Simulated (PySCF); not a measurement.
# YbI2: how tightly the ligands are held

Aim: take one ligand of each kind off YbI2, with both parts rigid, and scan its distance from the metal. The species was built from a template and needn't be a known compound.

Computed with PySCF 2.14.0. Level: PBE0, Yb lcecp-0-SVP with ECP60, I def2-SVP with ECP28; scalar-relativistic core potentials, no spin–orbit coupling.

1 further run of the same task is left out (for a known fault of the program).

### 1 Starting geometry

3 atoms, charge 0, spin multiplicity 1.

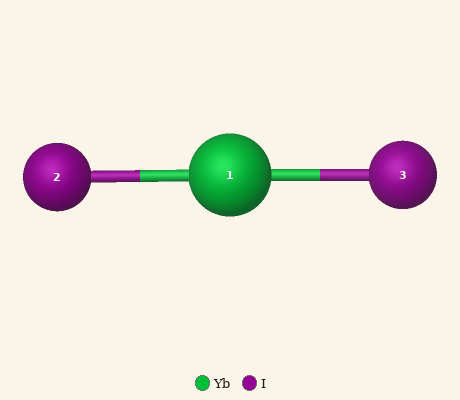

The structure; ytterbium green, iodine purple; atoms are numbered from 1 in the order of the file.

As a file:

```mol
I2Yb
  3D, bonds by distance, orders not assigned

  3  2  0  0  0  0  0  0  0  0999 V2000
   -0.0000    0.0000    0.0798 Yb  0  0
    2.9357   -0.0000    0.0970 I   0  0
   -2.9357    0.0000    0.0970 I   0  0
  1  2  8  0
  1  3  8  0
M  END
```

Formal oxidation states: Yb +2. Each metal's 14 4f electrons lie in its core potential, so multiplicities, spins and levels count the valence alone. An earlier session relaxed this geometry at PBE0, Yb lcecp-0-SVP with ECP60, I def2-SVP with ECP28 (singlet, point group D∞h).

### 2 I taken off

The ligand (atom 2) keeps its formal charge and a closed shell where it can; ligand and rest are solved at the complex's geometry, in vacuum, with the settings of the relaxation.

```
   part  charge    state  energy (Eh)
complex       0  singlet  -628.565544
 ligand      -1  singlet  -297.791539
   rest       1  singlet  -330.523688
```

Wall time 0.5 s (2 threads of Arm Neoverse V1, shared host).

### 3 Rigid scan of I

Atom 2 moves along the line from atom 1; the distance is to the donor, the donors' midpoint or the ring centre. Each point starts from the density of the one before.

```
distance (Å)  energy from the relaxed point (eV)
        2.64                               0.409
        2.74                               0.161
        2.84                               0.036
        2.94                               0.000
        3.04                               0.028
        3.14                               0.103
        3.34                               0.337
        3.64                               0.785
        4.04                               1.401
        4.54                               2.071
```

Run time: 8.3 s. Hardware: 2 threads of Arm Neoverse V1, shared host.

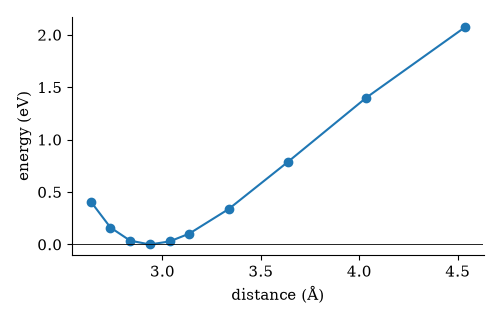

Energy along the rigid scan of I.

### 4 What came out

| quantity | value |
| --- | --- |
| taking off I | 6.81 eV |
| stiffness of the I contact | 6.4 eV/Å² |

Taking off I as a fragment of charge -1 costs 6.81 eV, much of it the attraction of the two charges. Near 2.94 Å the I contact has a stiffness of about 6.4 eV/Å², and the energy stands 2.07 eV higher at 4.54 Å. The free anion is solved without diffuse functions, no counterpoise correction is made, and the parts aren't relaxed; each of these makes the binding look larger. The bases are small and lack diffuse functions. Spin–orbit coupling is left out.
